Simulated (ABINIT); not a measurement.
# TlH3 (Pm-3m): from the cell to the phonon bands, part 3 of 5

How does TlH3 (Pm-3m) vibrate, and is this structure a minimum?

ABINIT 10.8.3; DFT PBEsol, scalar-relativistic, plane waves, PseudoDojo norm-conserving pseudopotentials.

So far. Step 5 (Relaxing the cell and atoms): The volume changes by +0.8 % in this run and stands -31.7 % from the first cell. Step 7 (Linear response at Γ): The acoustic modes at Γ come out as far as 2.8 cm⁻¹ from zero, where they should vanish, a small numerical error. The relaxed cell has a = 3.904 Å (conventional setting).

The structure was built from a prototype and need not be the compound's stable phase.

### 8. Zone-centre analysis

anaddb reads the merged derivatives and imposes the acoustic sum rule.

The input, anaddb.abi:

```
ddb_filepath "gamma_DDB"
output_file "anaddb.abo"
outdata_prefix "anaddb"
asr 1
chneut 1
enunit 2
eivec 1
nph1l 1
qph1l 0.0 0.0 0.0 1.0
```

The input, mrgddb.in:

```
gamma_DDB
merged
2
dfpt_gammao_DDB
gso_DDB
```

Started as:

```sh
$ mrgddb < mrgddb.in > mrgddb.log
$ OMP_NUM_THREADS=1 anaddb anaddb.abi > anaddb.log
```

Numbers of over 12 decimals in the logs are rounded to 6 here.

anaddb.abo, the main output file:

```text
-outvars_anaddb: echo values of input variables ----------------------

 Miscellaneous information :
      enunit         2
       eivec         1
         asr         1
 First list of wavevector (reduced coord.) :
       nph1l         1
       qph1l
                     0.00000000E+00  0.00000000E+00  0.00000000E+00    1.000E+00

================================================================================

 read the DDB information and perform some checks

  ==== Info on the Cryst% object ====
 Real(R)+Recip(G) space primitive vectors, cartesian coordinates (Bohr,Bohr^-1):
 R(1)=  7.3779908  0.0000000  0.0000000  G(1)=  0.1355383  0.0000000  0.0000000
 R(2)=  0.0000000  7.3779908  0.0000000  G(2)=  0.0000000  0.1355383  0.0000000
 R(3)=  0.0000000  0.0000000  7.3779908  G(3)=  0.0000000  0.0000000  0.1355383
 Unit cell volume ucvol=  4.0161906E+02 bohr^3
 Angles (23,13,12)=  9.00000000E+01  9.00000000E+01  9.00000000E+01 degrees
 Time-reversal symmetry is present
 Reduced atomic positions [iatom, xred, symbol]:
    1)    0.0000000  0.0000000  0.0000000  Tl
    2)    0.5000000  0.0000000  0.0000000   H
    3)    0.0000000  0.5000000  0.0000000   H
    4)    0.0000000  0.0000000  0.5000000   H

 DDB file with 3 blocks has been read.

================================================================================

 Treat the first list of vectors

  Phonon wavevector (reduced coordinates) :  0.00000  0.00000  0.00000
 Phonon energies in Hartree :
   0.000000E+00  0.000000E+00  0.000000E+00  1.842962E-03  1.842962E-03
   1.842962E-03  1.956297E-03  1.956297E-03  1.956297E-03  6.499556E-03
   6.499556E-03  6.499556E-03
 Phonon energies in meV     :
-  0.000000E+00  0.000000E+00  0.000000E+00  5.014956E+01  5.014956E+01
-  5.014956E+01  5.323355E+01  5.323355E+01  5.323355E+01  1.768619E+02
-  1.768619E+02  1.768619E+02
 Phonon frequencies in cm-1    :
-  0.000000E+00  0.000000E+00  0.000000E+00  4.044835E+02  4.044835E+02
-  4.044835E+02  4.293575E+02  4.293575E+02  4.293575E+02  1.426488E+03
-  1.426488E+03  1.426488E+03
 Phonon frequencies in Thz     :
-  0.000000E+00  0.000000E+00  0.000000E+00  1.212611E+01  1.212611E+01
-  1.212611E+01  1.287181E+01  1.287181E+01  1.287181E+01  4.276503E+01
-  4.276503E+01  4.276503E+01
 Phonon energies in Kelvin  :
-  0.000000E+00  0.000000E+00  0.000000E+00  5.819615E+02  5.819615E+02
-  5.819615E+02  6.177497E+02  6.177497E+02  6.177497E+02  2.052398E+03
-  2.052398E+03  2.052398E+03

 Eigendisplacements
 (will be given, for each mode : in cartesian coordinates
   for each atom the real part of the displacement vector,
   then the imaginary part of the displacement vector - absolute values smaller than 1.0d-7 are set to zero)
  Mode number    1   Energy    0.000000E+00
 Attention : low frequency mode.
   (Could be unstable or acoustic mode)
-  1  0.00000000E+00  0.00000000E+00 -1.62632792E-03
-     0.00000000E+00  0.00000000E+00  0.00000000E+00
-  2  0.00000000E+00  0.00000000E+00 -1.62632787E-03
-     0.00000000E+00  0.00000000E+00  0.00000000E+00
-  3  0.00000000E+00  0.00000000E+00 -1.62632787E-03
-     0.00000000E+00  0.00000000E+00  0.00000000E+00
-  4  0.00000000E+00  0.00000000E+00 -1.62632787E-03
-     0.00000000E+00  0.00000000E+00  0.00000000E+00
  Mode number    2   Energy    0.000000E+00
 Attention : low frequency mode.
   (Could be unstable or acoustic mode)
-  1  0.00000000E+00 -1.62632791E-03  0.00000000E+00
-     0.00000000E+00  0.00000000E+00  0.00000000E+00
-  2  0.00000000E+00 -1.62632785E-03  0.00000000E+00
-     0.00000000E+00  0.00000000E+00  0.00000000E+00
-  3  0.00000000E+00 -1.62632786E-03  0.00000000E+00
-     0.00000000E+00  0.00000000E+00  0.00000000E+00
-  4  0.00000000E+00 -1.62632785E-03  0.00000000E+00
-     0.00000000E+00  0.00000000E+00  0.00000000E+00
  Mode number    3   Energy    0.000000E+00
 Attention : low frequency mode.
   (Could be unstable or acoustic mode)
-  1  1.62632791E-03  0.00000000E+00  0.00000000E+00
-     0.00000000E+00  0.00000000E+00  0.00000000E+00
-  2  1.62632786E-03  0.00000000E+00  0.00000000E+00
-     0.00000000E+00  0.00000000E+00  0.00000000E+00
-  3  1.62632785E-03  0.00000000E+00  0.00000000E+00
-     0.00000000E+00  0.00000000E+00  0.00000000E+00
-  4  1.62632785E-03  0.00000000E+00  0.00000000E+00
-     0.00000000E+00  0.00000000E+00  0.00000000E+00
  Mode number    4   Energy    1.842962E-03
-  1  0.00000000E+00  0.00000000E+00  1.83583843E-04
-     0.00000000E+00  0.00000000E+00  0.00000000E+00
-  2  0.00000000E+00  0.00000000E+00 -1.59559771E-02
-     0.00000000E+00  0.00000000E+00  0.00000000E+00
-  3  0.00000000E+00  0.00000000E+00 -1.59559771E-02
-     0.00000000E+00  0.00000000E+00  0.00000000E+00
-  4  0.00000000E+00  0.00000000E+00 -5.31394514E-03
-     0.00000000E+00  0.00000000E+00  0.00000000E+00
  Mode number    5   Energy    1.842962E-03
-  1  0.00000000E+00  1.83583843E-04  0.00000000E+00
-     0.00000000E+00  0.00000000E+00  0.00000000E+00
-  2  0.00000000E+00 -1.59559771E-02  0.00000000E+00
-     0.00000000E+00  0.00000000E+00  0.00000000E+00
-  3 -2.77428317E-07 -5.31394514E-03  0.00000000E+00
-     0.00000000E+00  0.00000000E+00  0.00000000E+00
-  4 -2.77428317E-07 -1.59559771E-02  0.00000000E+00
-     0.00000000E+00  0.00000000E+00  0.00000000E+00
  Mode number    6   Energy    1.842962E-03
-  1  1.83583843E-04  0.00000000E+00  0.00000000E+00
-     0.00000000E+00  0.00000000E+00  0.00000000E+00
-  2 -5.31394514E-03  2.77428707E-07  0.00000000E+00
-     0.00000000E+00  0.00000000E+00  0.00000000E+00
-  3 -1.59559771E-02  0.00000000E+00  0.00000000E+00
-     0.00000000E+00  0.00000000E+00  0.00000000E+00
-  4 -1.59559771E-02  2.77428707E-07  0.00000000E+00
-     0.00000000E+00  0.00000000E+00  0.00000000E+00
  Mode number    7   Energy    1.956297E-03
-  1  0.00000000E+00  0.00000000E+00  0.00000000E+00
-     0.00000000E+00  0.00000000E+00  0.00000000E+00
-  2  0.00000000E+00  0.00000000E+00 -1.64963405E-02
-     0.00000000E+00  0.00000000E+00  0.00000000E+00
-  3  0.00000000E+00  0.00000000E+00  1.64963405E-02
-     0.00000000E+00  0.00000000E+00  0.00000000E+00
-  4  0.00000000E+00  0.00000000E+00  0.00000000E+00
-     0.00000000E+00  0.00000000E+00  0.00000000E+00
  Mode number    8   Energy    1.956297E-03
-  1  0.00000000E+00  0.00000000E+00  0.00000000E+00
-     0.00000000E+00  0.00000000E+00  0.00000000E+00
-  2  0.00000000E+00  1.64963404E-02  0.00000000E+00
-     0.00000000E+00  0.00000000E+00  0.00000000E+00
-  3  6.31251979E-07  0.00000000E+00  0.00000000E+00
-     0.00000000E+00  0.00000000E+00  0.00000000E+00
-  4 -6.31251979E-07 -1.64963404E-02  0.00000000E+00
-     0.00000000E+00  0.00000000E+00  0.00000000E+00
  Mode number    9   Energy    1.956297E-03
-  1  0.00000000E+00  0.00000000E+00  0.00000000E+00
-     0.00000000E+00  0.00000000E+00  0.00000000E+00
-  2  0.00000000E+00  6.31251999E-07  0.00000000E+00
-     0.00000000E+00  0.00000000E+00  0.00000000E+00
-  3 -1.64963404E-02  0.00000000E+00  0.00000000E+00
-     0.00000000E+00  0.00000000E+00  0.00000000E+00
-  4  1.64963404E-02 -6.31251999E-07  0.00000000E+00
-     0.00000000E+00  0.00000000E+00  0.00000000E+00
  Mode number   10   Energy    6.499556E-03
-  1  0.00000000E+00  0.00000000E+00  7.36783160E-05
-     0.00000000E+00  0.00000000E+00  0.00000000E+00
-  2  0.00000000E+00  0.00000000E+00  3.85889892E-03
-     0.00000000E+00  0.00000000E+00  0.00000000E+00
-  3  0.00000000E+00  0.00000000E+00  3.85889892E-03
-     0.00000000E+00  0.00000000E+00  0.00000000E+00
-  4  0.00000000E+00  0.00000000E+00 -2.26577921E-02
-     0.00000000E+00  0.00000000E+00  0.00000000E+00
  Mode number   11   Energy    6.499556E-03
-  1  0.00000000E+00 -7.36783150E-05  0.00000000E+00
-     0.00000000E+00  0.00000000E+00  0.00000000E+00
-  2 -3.55375640E-06 -3.85889887E-03  0.00000000E+00
-     0.00000000E+00  0.00000000E+00  0.00000000E+00
-  3  6.05248150E-07  2.26577918E-02  0.00000000E+00
-     0.00000000E+00  0.00000000E+00  0.00000000E+00
-  4  6.05248150E-07 -3.85889887E-03  0.00000000E+00
-     0.00000000E+00  0.00000000E+00  0.00000000E+00
  Mode number   12   Energy    6.499556E-03
-  1  7.36783150E-05  0.00000000E+00  0.00000000E+00
-     0.00000000E+00  0.00000000E+00  0.00000000E+00
-  2 -2.26577918E-02  6.05248150E-07  0.00000000E+00
-     0.00000000E+00  0.00000000E+00  0.00000000E+00
-  3  3.85889887E-03 -3.55375640E-06  0.00000000E+00
-     0.00000000E+00  0.00000000E+00  0.00000000E+00
-  4  3.85889887E-03  6.05248150E-07  0.00000000E+00
-     0.00000000E+00  0.00000000E+00  0.00000000E+00

 Analysis of degeneracies and characters (maximum tolerance=1.00E-06 a.u.)
 For each vibration mode, or group of modes if degenerate,
 the characters are given for each symmetry operation (see the list in the log file).
 Symmetry characters of vibration mode #   1
       degenerate with vibration modes #   2 to    3
  3.0 -3.0 -1.0  1.0 -1.0  1.0 -1.0  1.0  1.0 -1.0 -1.0  1.0  1.0 -1.0 -1.0  1.0
 -0.0  0.0 -0.0  0.0  0.0 -0.0  0.0 -0.0  1.0 -1.0 -1.0  1.0 -1.0  1.0  1.0 -1.0
 -0.0  0.0  0.0 -0.0  0.0 -0.0 -0.0  0.0  1.0 -1.0  1.0 -1.0 -1.0  1.0 -1.0  1.0
 Symmetry characters of vibration mode #   4
       degenerate with vibration modes #   5 to    6
  3.0 -3.0 -1.0  1.0 -1.0  1.0 -1.0  1.0  1.0 -1.0 -1.0  1.0  1.0 -1.0 -1.0  1.0
  0.0 -0.0  0.0 -0.0  0.0 -0.0 -0.0  0.0  1.0 -1.0 -1.0  1.0 -1.0  1.0  1.0 -1.0
  0.0 -0.0  0.0 -0.0 -0.0  0.0  0.0 -0.0  1.0 -1.0  1.0 -1.0 -1.0  1.0 -1.0  1.0
 Symmetry characters of vibration mode #   7
       degenerate with vibration modes #   8 to    9
  3.0 -3.0 -1.0  1.0 -1.0  1.0 -1.0  1.0 -1.0  1.0  1.0 -1.0 -1.0  1.0  1.0 -1.0
  0.0 -0.0 -0.0  0.0 -0.0  0.0 -0.0  0.0 -1.0  1.0  1.0 -1.0  1.0 -1.0 -1.0  1.0
  0.0 -0.0 -0.0  0.0 -0.0  0.0 -0.0  0.0 -1.0  1.0 -1.0  1.0  1.0 -1.0  1.0 -1.0
 Symmetry characters of vibration mode #  10
       degenerate with vibration modes #  11 to   12
  3.0 -3.0 -1.0  1.0 -1.0  1.0 -1.0  1.0  1.0 -1.0 -1.0  1.0  1.0 -1.0 -1.0  1.0
 -0.0  0.0 -0.0  0.0  0.0 -0.0  0.0 -0.0  1.0 -1.0 -1.0  1.0 -1.0  1.0  1.0 -1.0
 -0.0  0.0  0.0 -0.0  0.0 -0.0 -0.0  0.0  1.0 -1.0  1.0 -1.0 -1.0  1.0 -1.0  1.0
-
```

It took 0.94 s on 1 thread of AMD EPYC (Zen 3), shared host.

This step gave:

```
highest optical zone-centre mode (no LO-TO term) : 1426 cm⁻¹
lowest optical zone-centre mode                  : 404.5 cm⁻¹
```

No LO-TO term; unit eigenvectors of the mass-weighted matrix, from anaddb's displacements. The modes at Γ (shares of kinetic energy by element, %):

```csv
mode,frequency (cm⁻¹),symmetry,Tl %,H %
1,0.0,acoustic,99,1
2,0.0,acoustic,99,1
3,0.0,acoustic,99,1
4,404.5,T1u,1,99
5,404.5,T1u,1,99
6,404.5,T1u,1,99
7,429.4,T2u,0,100
8,429.4,T2u,0,100
9,429.4,T2u,0,100
10,1426.5,T1u,0,100
11,1426.5,T1u,0,100
12,1426.5,T1u,0,100
```

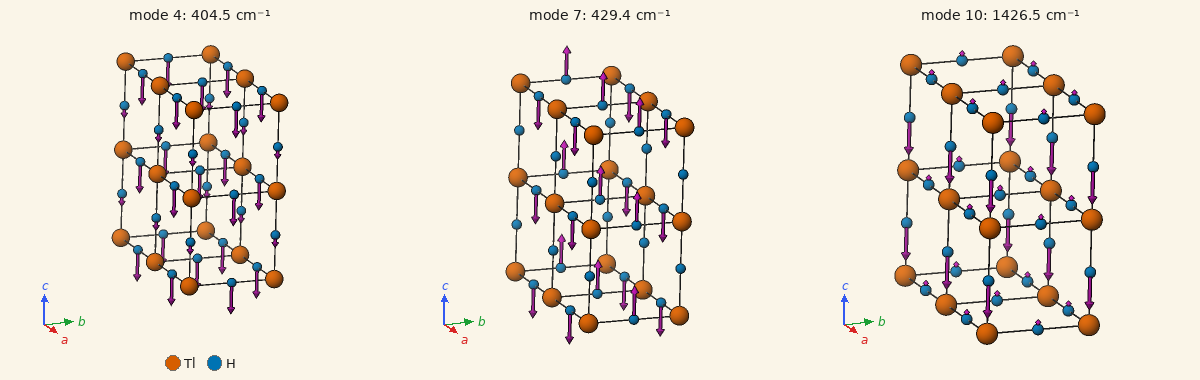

Displacement patterns of modes 4, 7 and 10 at Γ; arrows are exaggerated. 2×1×2 cells are drawn. Some periodic images of atoms are drawn too.

The rule moves no optical mode by more than 0.1 cm⁻¹.

### 9. Ground state

Scaled from the time of the run at Γ, the full q mesh would overrun the time at hand on this k mesh, so the ground state is made again on a coarser one.

The input, gs.abi:

```
# ground state
tolvrs 1.0d-16
prtden 1
prtwf 1

# basis, mesh and filling
ecut 32.0
ngkpt 6 6 6
nshiftk 1
shiftk 0.0 0.0 0.0
istwfk *1
occopt 7
tsmear 0.01
nband 14
nstep 100
diemac 1000000.0
prtebands 0
prtgsr 0
useylm 1

# cell and atoms
acell 3*1.0 Angstrom
rprim 
    3.904264567 0.0 0.0
    0.0 3.904264567 0.0
    0.0 0.0 3.904264567
ntypat 2
znucl 81 1
natom 4
typat 1 2 2 2
xred 
    0.0 0.0 0.0
    0.5 0.0 0.0
    0.0 0.5 0.0
    0.0 0.0 0.5
pp_dirpath "./pseudo"
pseudos "Tl.upf, H.upf"
```

Started as:

```sh
$ OMP_NUM_THREADS=1 mpirun -n 2 abinit gs.abi > gs.log
```

gs.abo, the main output file:

```text
[banners, grids, parts of the stress and lines that vanish by symmetry left out]
- input  file    -> gs.abi
- output file    -> gs.abo
- root for input  files -> gsi
[...]
Symmetries : space group Pm -3 m (#221); Bravais cP (primitive cubic)
[...]
mpw =        3499          nfft =       64000          nkpt =          20
[...]
== DATASET  1 ==================================================================
[...]
cutoff_energies: {ecut:  32.0, pawecutdg:  -1.0, }
[...]
ETOT  1  -62.171757290800    -6.217E+01 1.536E-01 4.220E+01
 ETOT  2  -62.336686637976    -1.649E-01 4.403E-03 5.879E+00
 ETOT  3  -62.336890532438    -2.039E-04 6.897E-04 1.838E+00
 ETOT  4  -62.336905911678    -1.538E-05 4.327E-04 2.443E-01
 ETOT  5  -62.336919630081    -1.372E-05 1.428E-04 1.014E-02
[...]
ETOT 12  -62.336921067605    -3.958E-12 4.089E-06 8.649E-15
 ETOT 13  -62.336921067606    -1.521E-12 8.121E-06 5.455E-17
 At SCF step   13       vres2   =  5.45E-17 < tolvrs=  1.00E-16 =>converged.
[...]
sigma(1 1)=  1.13601990E-05  sigma(3 2)=  0.00000000E+00
  sigma(2 2)=  1.13601990E-05  sigma(3 1)=  0.00000000E+00
  sigma(3 3)=  1.13601990E-05  sigma(2 1)=  0.00000000E+00
[...]
convergence: {deltae: -1.521E-12, res2:  5.455E-17, residm:  8.121E-06, diffor: null, }
etotal    :  -6.23369211E+01
[...]
sigma(1 1)=  1.13601990E-05  sigma(3 2)=  0.00000000E+00
  sigma(2 2)=  1.13601990E-05  sigma(3 1)=  0.00000000E+00
  sigma(3 3)=  1.13601990E-05  sigma(2 1)=  0.00000000E+00
[...]
- sigma(1 1)=  3.34228593E-01  sigma(3 2)=  0.00000000E+00
- sigma(2 2)=  3.34228593E-01  sigma(3 1)=  0.00000000E+00
- sigma(3 3)=  3.34228593E-01  sigma(2 1)=  0.00000000E+00
[...]
fcart     -0.0000000000E+00 -0.0000000000E+00 -0.0000000000E+00
           strten      1.1360198966E-05  1.1360198966E-05  1.1360198966E-05
================================================================================

[key lines of the parts left out:]
pressure_GPa:  -3.3423E-01
```

Wall time 46 s (2 MPI ranks); 89 s of CPU time.

Read from the output:

- pressure: -0.3342 GPa

[end of part 3 of 5]

[Host names and launcher messages were left out of these logs when they were recorded.]

[Logs are printed without paths, hosts, clocks, repeated set-up lines and the standing remarks that a program may print on its own settings, such as how far it seeks lower states.]

[Hosts, paths, dates, database ids (printed as entryN), source tags and the programs' standing remarks are cut or masked in the printed files.]
